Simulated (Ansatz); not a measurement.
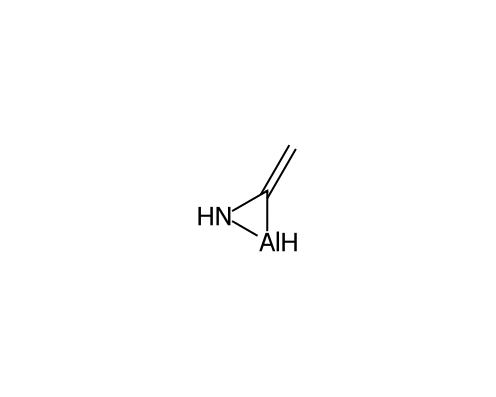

The drawing above gives the connectivity. The computed structure is the end point of a PBE0-D4/def2-TZVP optimisation. No frequency run is at hand to confirm it as a minimum.

What does the molecule look like in three dimensions?

The molecule is C2H4AlN. As SMILES it reads `C=[C]1[NH][AlH]1`. Among its groups: alkene. The point group is Cs. All atoms lie on one plane. Coordination: 1 C trigonal planar; 1 C T-shaped; 1 N T-shaped; 1 Al T-shaped.

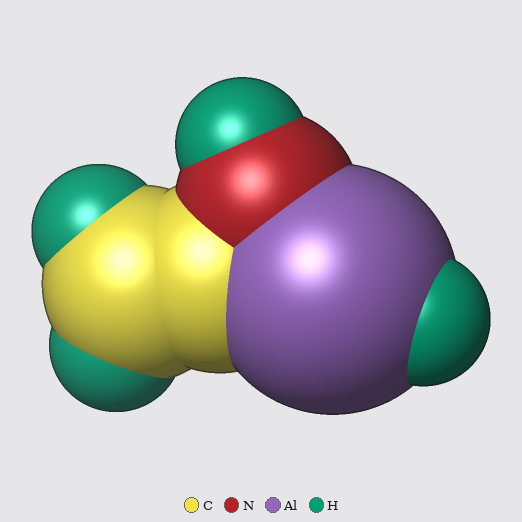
